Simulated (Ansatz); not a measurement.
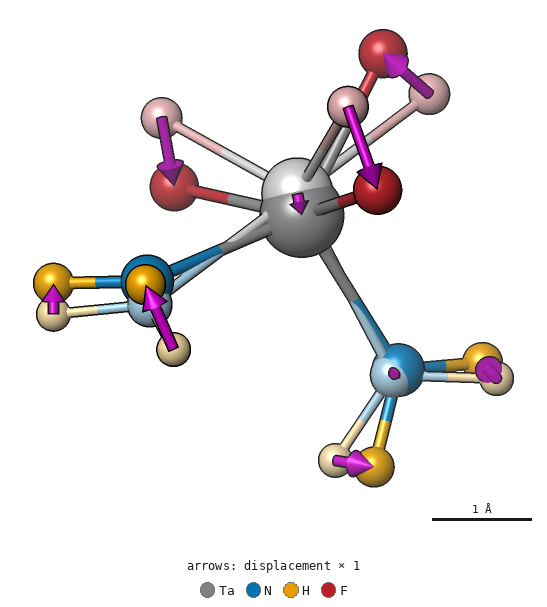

A relaxation of TaN$_{2}$H$_{4}$F$_{3}$. The starting structure is drawn faded, the final one solid; purple arrows show the displacements, at their true length. The two geometries are superimposed by the best rigid fit.

Style: ball-and-stick. Shown at a tilt.

The run prepares the start of a later molecular dynamics calculation, from a guessed geometry.

The calculation used RKS PBE/def2-SVP (Ansatz).

The input:
```yaml
crystal:
  periodic: [false, false, false]
  atoms:
    - { symbol: Ta, position_ang: [0.0, 0.0, 0.0] }
    - { symbol: "N", position_ang: [2.16, 0.0, 0.0] }
    - { symbol: H, position_ang: [2.69, -0.5118, 0.762] }
    - { symbol: H, position_ang: [2.69, 0.5118, -0.762] }
    - { symbol: "N", position_ang: [0.0, 0.0, 2.16] }
    - { symbol: H, position_ang: [-0.2456, -0.8845, 2.69] }
    - { symbol: H, position_ang: [0.2456, 0.8845, 2.69] }
    - { symbol: F, position_ang: [0.0, 0.0, -1.93] }
    - { symbol: F, position_ang: [-0.965, 1.6714, 0.0] }
    - { symbol: F, position_ang: [-0.965, -1.6714, 0.0] }
basis:
  gaussian: { orbitals: def2-SVP }
hamiltonian:
  xc: pbe
relax:
  f_tol: 0.02
  max_steps: 40
```

Command:
```bash
ansatz run input.yaml --threads 4 --pin off --max-ram 5120MiB --backend cpu --events-out ev --progress --plain --runs-dir out
```

What happened in the run?

Answer. F9 moves most after the best rigid fit: 0.90 Å. Largest moves by element: F 0.90 Å, H 0.72 Å, N 0.24 Å, Ta 0.23 Å. Some distances before and after: Ta1–N2 2.160 → 1.965 Å, Ta1–N5 2.160 → 1.991 Å, N2–H3 1.060 → 1.025 Å, N2–H4 1.060 → 1.027 Å. Bond angles that change, for instance: N5–Ta1–F8 180.0° → 140.4°, F9–Ta1–F10 120.0° → 154.8°, N2–Ta1–F8 90.0° → 112.2°. Groups turn about Ta1–N2 by about 35°. After 11 geometry steps the energy has fallen by 1.112 eV. Largest force component: 2.3 eV/Å at the start, 0.0065 eV/Å at the end. The run took 24 s on 4 threads of Arm Neoverse V1, on a shared host, peak memory 0.18 GiB.
